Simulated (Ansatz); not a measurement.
System: H7SSi2 (SMILES [SiH3][SH+][SiH3]) (charge +1).

Input

```
crystal:
  periodic: [false, false, false]
  atoms:
    - { symbol: Si, position_ang: [-1.53298, 1.06933, -0.61187] }
    - { symbol: S, position_ang: [-0.39231, -0.90892, -0.29097] }
    - { symbol: Si, position_ang: [1.52502, -0.76275, 0.98122] }
    - { symbol: H, position_ang: [-2.42901, 0.64585, -1.67433] }
    - { symbol: H, position_ang: [-0.44221, 1.96167, -0.98255] }
    - { symbol: H, position_ang: [-2.07007, 1.2329, 0.72787] }
    - { symbol: H, position_ang: [0.16697, -1.01697, -1.48982] }
    - { symbol: H, position_ang: [2.16414, 0.40359, 0.38403] }
    - { symbol: H, position_ang: [0.90966, -0.5635, 2.282] }
    - { symbol: H, position_ang: [2.1008, -2.06119, 0.67443] }
total_charge: 1
basis:
  gaussian: { orbitals: def2-SVP }
hamiltonian:
  xc: r2scan
relax:
  f_tol: 0.02
  max_steps: 40
output:
  orbitals: {}
```

Command:

```sh
ansatz run input.yaml --threads 2 --pin off --max-ram 3072MiB --backend cpu --events-out ev --progress --plain --runs-dir out
```

The fields are those of the relaxed geometry.

Theory: RKS r2SCAN/def2-SVP (Ansatz 0.2.0).

> Predict the electron density and electron localisation function between the atoms.

Si–S (2.28 Å): ρ is about 0.62 e/Å³ halfway, with its minimum of 0.47 e/Å³ about 0.8 Å from Si; the ELF peaks at about 0.95 between the atoms (localised, covalent bonding).
S–H (1.36 Å): ρ at the midpoint is about 1.4 e/Å³; the ELF climbs to about 1 towards the hydrogen, as it does in any bond to H.
Si–H (1.48 Å): ρ at the midpoint is about 0.8 e/Å³; the ELF climbs to about 1 towards the hydrogen.

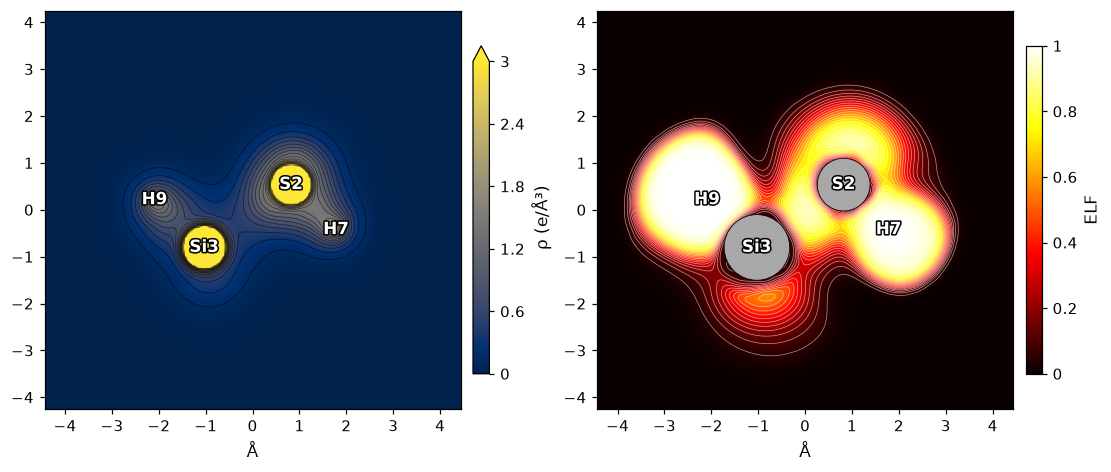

Computed electron density and electron localisation function on the plane of atoms Si3, S2 and H7, in this order. Grey discs cover the atomic cores in the ELF map. 
